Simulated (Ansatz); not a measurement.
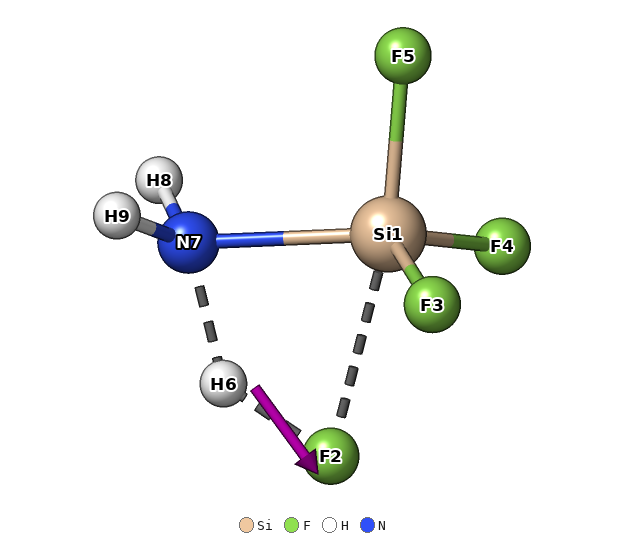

The arrows show one normal mode. Broken sticks mark bonds that form or break. Harmonic vibrations computed with RKS PBE0-D4/def2-TZVP (Ansatz 0.2.0) at a stationary point of the same level. It is a saddle point of order 1.

> At what wavenumber does it lie?

703i cm⁻¹; it is mode 1 of 21 counted from the lowest. It is the reaction coordinate: F2–H6 forms (1.14 Å), Si1–F2 breaks (2.07 Å), H6–N7 breaks (1.28 Å), or the reverse.
